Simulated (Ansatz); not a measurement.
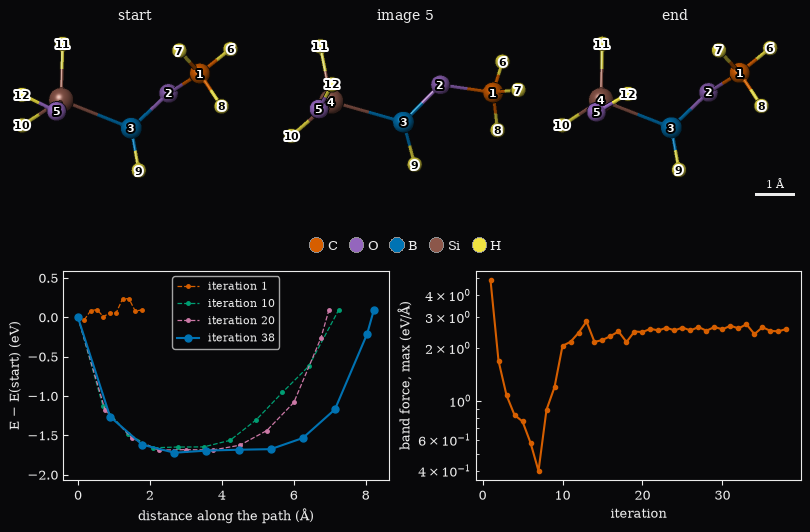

A nudged-elastic-band calculation for CH7BO2Si. Images are numbered from 0 (start) to 10 (end). The plot follows the band through its iterations. Style: ball-and-stick. Shown at a tilt.

Theory: RKS PBE0-D4/6-31G (Ansatz 0.2.0). Run with 9 movable images; climbing image; force threshold 0.03 eV/Å; iteration limit 38; starting path through a guess of the saddle point; end points as typed, not relaxed.

Did the band converge, and can the barrier be trusted?

Answer. The result isn't final. The band hadn't converged when the run stopped after 38 iterations. The largest component of the band force went from 4.9 to 2.6 eV/Å. The end points weren't relaxed, so energies relative to them aren't barriers between minima. The first iteration put the highest image at 0.24 eV. There is no barrier: the inner images dip to −1.72 eV relative to the start, below both ends (the end lies at +0.10 eV), so the ends aren't minima along this motion.

The run took 15 min on 1 thread of Intel(R) Xeon(R) Platinum 8488C (Sapphire Rapids) (shared host), peak memory 0.16 GiB.
